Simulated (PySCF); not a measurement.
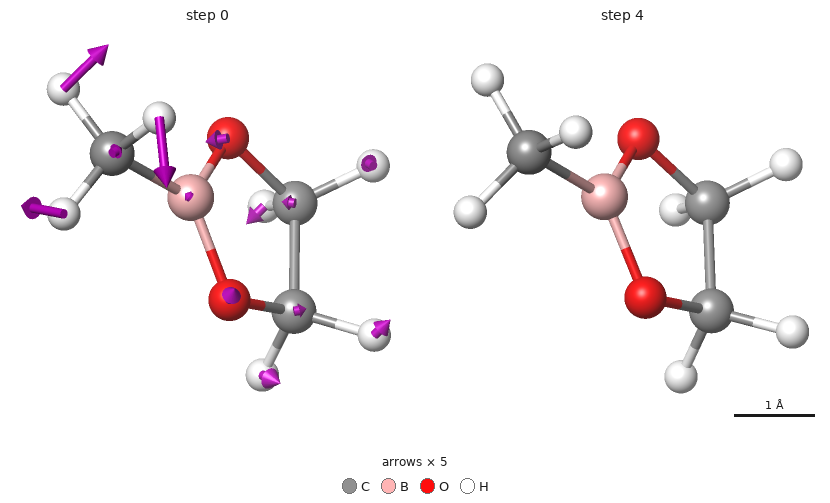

The structure of C3H7BO2 before (left) and after (right) a relaxation, at one scale. The purple arrows give the displacements, magnified 5 times.

Style: ball-and-stick. Shown from a free direction.

The start comes from GFN2-xTB. Its atoms were then displaced at random by about 0.01 Å.

Level of theory: PySCF, PBE0-D3(BJ)/def2-SVP geometry optimisation, gas phase. 

Question: Describe what moved and what it gained.

Answer: An H atom moves most after the best rigid fit: 0.19 Å. Largest moves by element: H 0.19 Å, O 0.06 Å, C 0.04 Å, B 0.02 Å. Some distances before and after: C–O 1.359 → 1.415 Å, B–C 1.604 → 1.561 Å, C–H 1.057 → 1.099 Å, C–H 1.118 → 1.102 Å. Bond angles that change, for instance: H–C–H 105.4° → 107.9°. Over 4 geometry steps the energy falls by 0.135 eV.
